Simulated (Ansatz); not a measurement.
# C4H2F4: what the fields show

```yaml
atoms:
  - { symbol: F, position_ang: [-0.9713, -1.6402, 0.7431] }
  - { symbol: C, position_ang: [-0.8106, -0.4665, 0.1090] }
  - { symbol: F, position_ang: [-1.9473, -0.2151, -0.5618] }
  - { symbol: C, position_ang: [-0.2555, 0.6637, 0.9279] }
  - { symbol: C, position_ang: [0.8636, 0.7711, 0.2083] }
  - { symbol: C, position_ang: [0.5011, -0.3405, -0.7347] }
  - { symbol: F, position_ang: [1.2979, -1.4222, -0.7161] }
  - { symbol: F, position_ang: [0.3220, 0.0027, -2.0213] }
  - { symbol: H, position_ang: [-0.6496, 1.1834, 1.7904] }
  - { symbol: H, position_ang: [1.7330, 1.4123, 0.2584] }
```

Geometry: PBE0-D4/def2-TZVP.

The calculation used RKS PBE0-D4/def2-TZVPP (Ansatz 0.2.0).

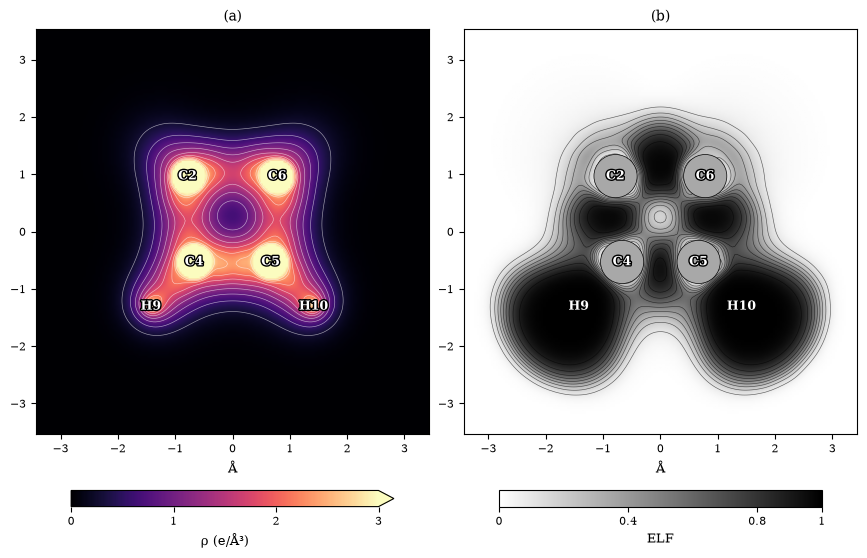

Figure 1. (a) electron density; (b) ELF on the plane of atoms C2, C4 and H9. Grey discs cover the atomic cores in the ELF map.

Question: Describe what can be read from this map.

Answer:
- The section cuts through C and H sites.
- C–C (1.33 Å): ρ is about 2.4 e/Å³ halfway; the ELF peaks at about 0.90 between the atoms: a multiple bond.
- C–H (1.08 Å): ρ at the midpoint is about 2.1 e/Å³; the ELF climbs to about 1 towards the hydrogen, as it does in any bond to H; an ordinary covalent bond to hydrogen.
- C–C (1.50 Å): the density is about 1.8 e/Å³ at the midpoint; the ELF peaks at about 0.95 between the atoms: localised, covalent bonding.

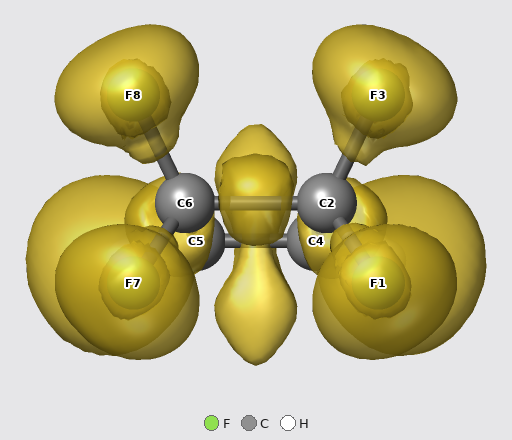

Figure 2. Isosurface of the ELF at 0.75 (yellow), seen from one side. Only the valence region is drawn (cores and ρ < 0.01 e/Å³ removed).

Question: Describe the localisation domains.

Answer: At this value the surface marks out four regions between bonded C–C atoms (shared pairs), two regions around hydrogen nuclei and four regions on F in which the atom's valence shell and bonds are merged.


 C–F (1.34 Å): the ELF peaks at about 0.80 between the atoms; a polar covalent bond.

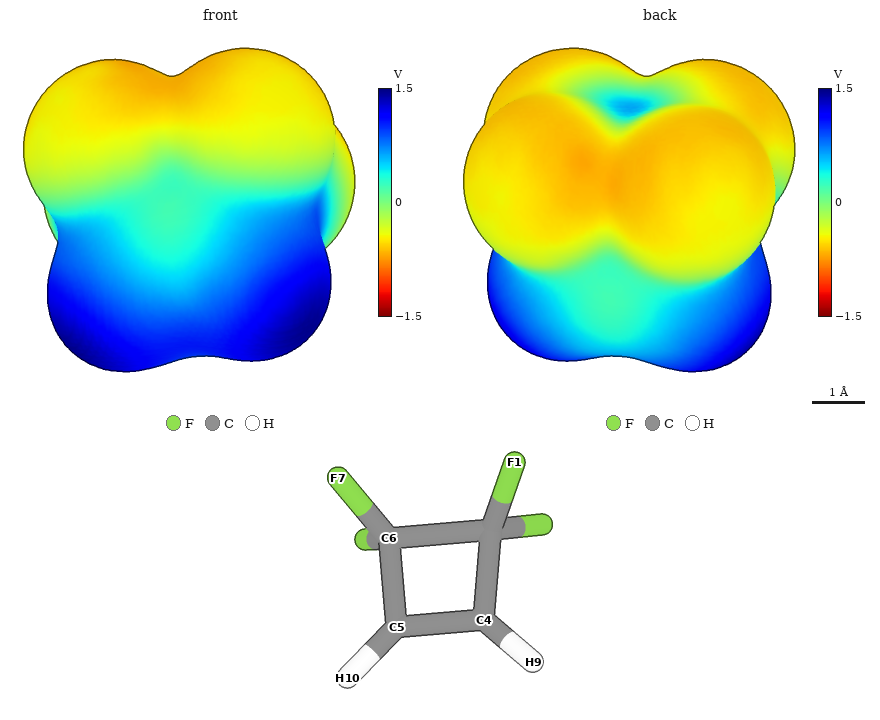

Figure 3. The molecular electrostatic potential painted on the density surface at 0.001 e/bohr³, seen from the front and from behind; the colour scale runs from red (negative) to blue (positive). The bare structure is drawn below in the same view.

Question: Where is the surface potential most negative and most positive?

Answer: The most negative region (about −0.7 V, or −16 kcal/mol for a unit charge) lies over F1, F3, F7 and F8, the most positive (about +1.4 V, or +32 kcal/mol for a unit charge) over H9 and H10.

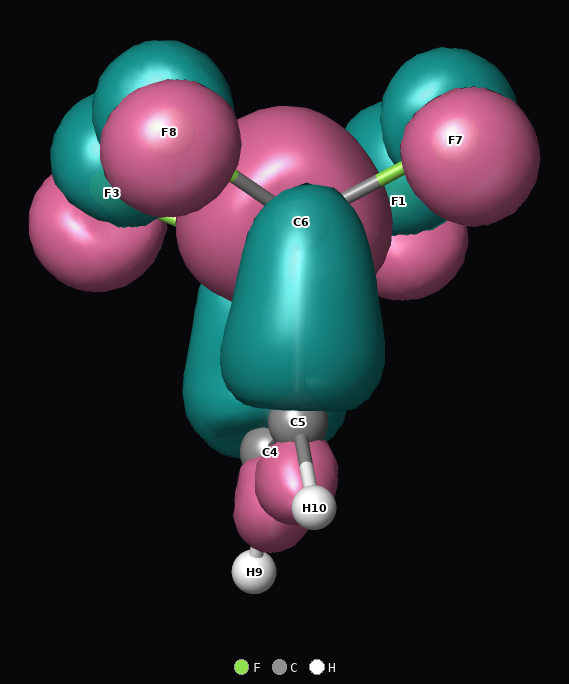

Figure 4. The HOMO−1 at ±0.15 Å⁻³ᐟ² (teal and pink are the two phases), seen at an oblique angle.

Question: Where does this orbital lie, and at what energy?

Answer: Its weight (Hirshfeld) is mainly on C2 (about 20 %), C6 (about 20 %), F1 (about 10 %), F3 (about 10 %), F7 (about 10 %) and F8 (about 10 %). Its energy is −9.43 eV.
